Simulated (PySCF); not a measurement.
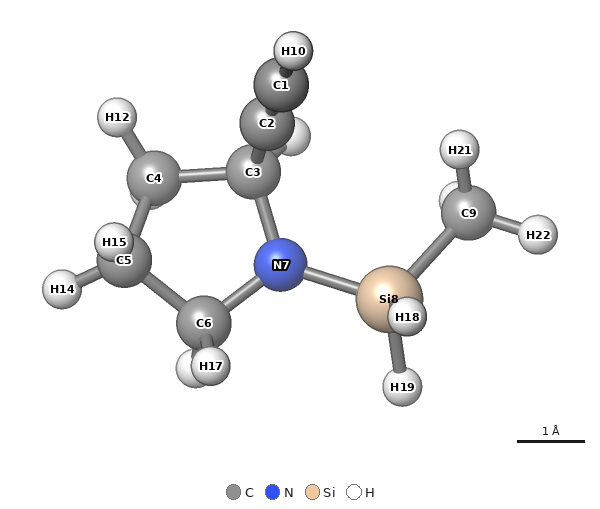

**Figure 1.** The structure (ball-and-stick view, seen at a tilt; atoms are numbered from 1 in the order of the input). Bond lengths as drawn: C–C 1.21 to 1.54 Å, C–H 1.07 to 1.11 Å, C–N 1.46 Å, C–Si 1.87 Å, H–Si 1.50 Å and N–Si 1.74 Å.

# What a change does: NMR shielding calculation on C₇H₁₃NSi

System: C₇H₁₃NSi.
Method of run 1: GIAO PBE0/pcSseg-1 NMR shielding, non-relativistic, IEF-PCM methanol (PySCF 2.14.0).

The geometry comes from this level: PBE0-D3(BJ)/def2-SVP. Text and figures count atoms from 1; the logs count them from 0 in places.

### Input file, run 1
```
{"job": {"kind": "nmr", "xc": "PBE0", "basis": "pcSseg-1", "solvent": "methanol", "pop": false}, "charge": 0, "multiplicity": 1}
C     -0.435798     2.886101     0.065431
C     -0.316356     1.763826    -0.376537
C     -0.120763     0.397801    -0.892882
C     -1.450618    -0.305190    -1.203158
C     -1.834380    -0.878115     0.154262
C     -0.494015    -1.346472     0.721302
N      0.501817    -0.493578     0.078417
Si     2.097057    -0.255126     0.735178
C      3.149255     0.654269    -0.518192
H     -0.547927     3.876512     0.466266
H      0.496890     0.474803    -1.805358
H     -2.199345     0.375831    -1.630779
H     -1.258115    -1.113019    -1.926680
H     -2.578208    -1.685532     0.095328
H     -2.254180    -0.078760     0.785175
H     -0.310854    -2.411518     0.481105
H     -0.474321    -1.260195     1.822817
H      2.087202     0.505222     2.031840
H      2.659701    -1.608754     1.046356
H      3.202202     0.100472    -1.468140
H      2.737628     1.655669    -0.718213
H      4.174141     0.780182    -0.136799
```

The first line tells a small driver script what to run in PySCF; the rest is the geometry in Å.

Command:
```bash
OMP_NUM_THREADS=1 python <driver script> task.json out
```

Hardware: 1 CPU thread, shared host.

### Output (run 1)
```
coarse grid: 18352 points
cycle   1  E = -618.0782736379  dE =  9.599e-01  |g| = 5.008e-01  |ddm| = 4.293e+00
cycle   2  E = -618.0727451186  dE =  5.529e-03  |g| = 5.335e-01  |ddm| = 9.892e-01
cycle   3  E = -618.1404281396  dE = -6.768e-02  |g| = 7.621e-02  |ddm| = 5.291e-01
cycle   4  E = -618.1414059762  dE = -9.778e-04  |g| = 3.330e-02  |ddm| = 1.012e-01
cycle   5  E = -618.1416457777  dE = -2.398e-04  |g| = 7.356e-03  |ddm| = 3.706e-02
cycle   6  E = -618.1416572758  dE = -1.150e-05  |g| = 1.823e-03  |ddm| = 8.300e-03
cycle   7  E = -618.1416580942  dE = -8.184e-07  |g| = 5.091e-04  |ddm| = 2.039e-03
final grid: 171216 points
cycle   8  E = -618.1954404241  dE = -4.154e-05  |g| = 8.126e-03  |ddm| = 3.909e-02
cycle   9  E = -618.1954343164  dE =  6.108e-06  |g| = 9.645e-03  |ddm| = 1.723e-02
cycle  10  E = -618.1954574932  dE = -2.318e-05  |g| = 1.063e-03  |ddm| = 9.709e-03
cycle  11  E = -618.1954577059  dE = -2.128e-07  |g| = 4.394e-04  |ddm| = 1.220e-03
cycle  12  E = -618.1954577485  dE = -4.255e-08  |g| = 1.292e-04  |ddm| = 4.168e-04
cycle  13  E = -618.1954577522  dE = -3.686e-09  |g| = 4.401e-05  |ddm| = 1.269e-04
cycle  14  E = -618.1954577526  dE = -4.065e-10  |g| = 1.106e-05  |ddm| = 5.003e-05
converged SCF energy = -618.1954577526

GIAO shielding tensors (ppm)
atom      isotropic    diamagn.    paramagn.     s11        s22        s33       span
  0 C      106.570     258.844    -152.274     37.046     47.214    235.451    198.405
  1 C       92.805     266.987    -174.182    -15.620     -5.320    299.355    314.975
  2 C      133.323     239.488    -106.165    110.637    131.585    157.748     47.110
  3 C      147.574     249.716    -102.142    124.892    152.162    165.668     40.776
  4 C      155.878     249.759     -93.880    130.295    167.568    169.772     39.477
  5 C      135.200     242.551    -107.351    104.762    130.525    170.314     65.551
  6 N      224.127     329.664    -105.538    154.914    248.963    268.503    113.589
  7 Si     382.643     881.186    -498.543    337.214    365.905    444.811    107.596
  8 C      190.805     254.582     -63.777    184.142    190.688    197.585     13.444
  9 H       28.626      33.434      -4.808     23.448     23.825     38.605     15.157
 10 H       27.152      30.201      -3.049     23.997     25.534     31.925      7.928
 11 H       29.370      29.416      -0.046     25.140     26.978     35.991     10.851
 12 H       29.362      30.675      -1.313     24.661     26.858     36.567     11.905
 13 H       29.381      28.597       0.783     24.798     26.146     37.198     12.399
 14 H       29.205      30.411      -1.206     25.891     26.454     35.270      9.379
 15 H       28.249      29.459      -1.210     22.489     26.326     35.931     13.442
 16 H       28.187      29.498      -1.311     23.472     26.854     34.235     10.762
 17 H       26.619      30.042      -3.423     23.123     24.993     31.742      8.619
 18 H       26.684      29.540      -2.856     22.861     25.098     32.093      9.231
 19 H       30.725      30.296       0.429     26.113     28.743     37.320     11.207
 20 H       30.406      31.440      -1.034     25.083     30.138     35.997     10.914
 21 H       31.014      26.668       4.346     26.564     26.991     39.487     12.923
```

For run 2 the input was changed thus:
```diff
-"solvent": "methanol"
-"pop": false
+"solvent": "acetone"
+"pop": true
```

What does this change do to the results?

The total energy of run 2 is 0.12 kcal/mol higher: the change of the electrostatic solvation energy at this fixed geometry, without cavity or dispersion terms. Of all shieldings, the largest change is that of C2, by +0.1 ppm. The number of SCF iterations is the same.

### Output (run 2)
```
coarse grid: 18352 points
cycle   1  E = -618.0780199935  dE =  9.602e-01  |g| = 5.010e-01  |ddm| = 4.293e+00
cycle   2  E = -618.0723943234  dE =  5.626e-03  |g| = 5.341e-01  |ddm| = 9.921e-01
cycle   3  E = -618.1402327518  dE = -6.784e-02  |g| = 7.639e-02  |ddm| = 5.308e-01
cycle   4  E = -618.1412154766  dE = -9.827e-04  |g| = 3.334e-02  |ddm| = 1.016e-01
cycle   5  E = -618.1414559376  dE = -2.405e-04  |g| = 7.341e-03  |ddm| = 3.726e-02
cycle   6  E = -618.1414674439  dE = -1.151e-05  |g| = 1.768e-03  |ddm| = 8.320e-03
cycle   7  E = -618.1414682431  dE = -7.992e-07  |g| = 3.646e-04  |ddm| = 2.033e-03
final grid: 171216 points
cycle   8  E = -618.1952516587  dE = -4.141e-05  |g| = 8.157e-03  |ddm| = 3.911e-02
cycle   9  E = -618.1952449225  dE =  6.736e-06  |g| = 9.794e-03  |ddm| = 1.751e-02
cycle  10  E = -618.1952687616  dE = -2.384e-05  |g| = 1.277e-03  |ddm| = 9.980e-03
cycle  11  E = -618.1952690882  dE = -3.267e-07  |g| = 4.715e-04  |ddm| = 1.320e-03
cycle  12  E = -618.1952691388  dE = -5.057e-08  |g| = 1.289e-04  |ddm| = 4.345e-04
cycle  13  E = -618.1952691424  dE = -3.619e-09  |g| = 4.305e-05  |ddm| = 1.303e-04
cycle  14  E = -618.1952691428  dE = -3.820e-10  |g| = 1.096e-05  |ddm| = 5.185e-05
converged SCF energy = -618.1952691428

GIAO shielding tensors (ppm)
atom      isotropic    diamagn.    paramagn.     s11        s22        s33       span
  0 C      106.575     258.875    -152.300     37.077     47.242    235.406    198.329
  1 C       92.863     266.973    -174.110    -15.534     -5.240    299.363    314.897
  2 C      133.309     239.467    -106.158    110.637    131.554    157.735     47.098
  3 C      147.568     249.716    -102.148    124.894    152.151    165.659     40.765
  4 C      155.880     249.746     -93.866    130.298    167.576    169.765     39.468
  5 C      135.191     242.541    -107.350    104.774    130.503    170.298     65.524
  6 N      224.120     329.663    -105.542    154.902    248.984    268.475    113.573
  7 Si     382.656     881.185    -498.528    337.285    365.887    444.797    107.512
  8 C      190.791     254.580     -63.789    184.128    190.676    197.569     13.441
  9 H       28.639      33.443      -4.804     23.466     23.843     38.608     15.143
 10 H       27.159      30.210      -3.051     24.006     25.542     31.930      7.924
 11 H       29.371      29.418      -0.047     25.143     26.980     35.990     10.847
 12 H       29.368      30.684      -1.316     24.669     26.866     36.569     11.900
 13 H       29.388      28.605       0.783     24.807     26.155     37.202     12.395
 14 H       29.201      30.406      -1.205     25.887     26.449     35.266      9.380
 15 H       28.251      29.461      -1.210     22.493     26.328     35.931     13.439
 16 H       28.188      29.499      -1.311     23.475     26.855     34.235     10.760
 17 H       26.614      30.033      -3.419     23.118     24.988     31.737      8.619
 18 H       26.683      29.536      -2.853     22.860     25.098     32.091      9.230
 19 H       30.733      30.304       0.429     26.123     28.753     37.322     11.200
 20 H       30.403      31.438      -1.035     25.080     30.135     35.994     10.914
 21 H       31.019      26.675       4.344     26.572     26.997     39.488     12.916
```

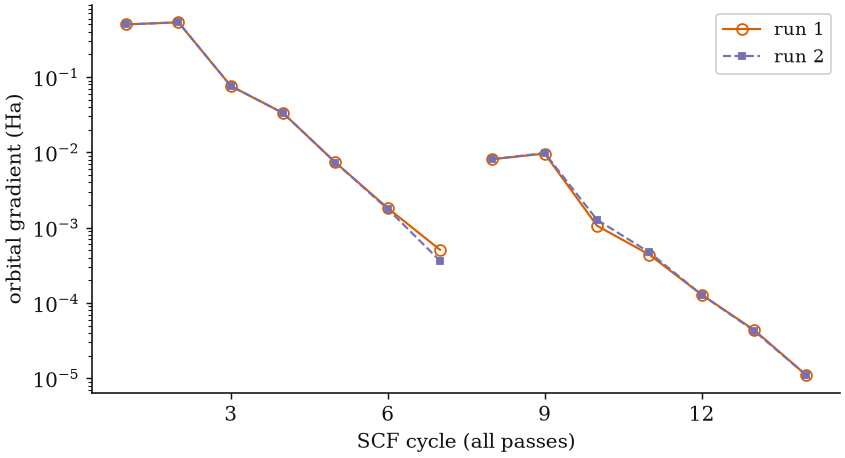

**Figure 2.** Convergence of the two runs: orbital gradient against the SCF cycle. A break in a curve parts two SCF passes (coarse and final grid). Run 1 takes 14 cycles in all, and run 2 takes 14.

### The two runs side by side

| quantity | run 1 | run 2 |
| --- | --- | --- |
| outcome | converged | converged |
| total energy (hartree) | −618.195458 | −618.195269 |
| HOMO (eV) | −6.30 | −6.29 |
| LUMO (eV) | 0.88 | 0.88 |
| dipole moment (D) | 1.34 | 1.33 |
| shielding of C2 (ppm) | 92.8 | 92.9 |
| shielding of C3 (ppm) | 133.3 | 133.3 |
| shielding of C6 (ppm) | 135.2 | 135.2 |
| shielding of Si8 (ppm) | 382.6 | 382.7 |
| shielding of C9 (ppm) | 190.8 | 190.8 |
| shielding of H10 (ppm) | 28.6 | 28.6 |
| shielding of H20 (ppm) | 30.7 | 30.7 |
| SCF iterations | 14 | 14 |
| basis functions | 225 | 225 |
| wall time (shared host) | 74 s | 78 s |
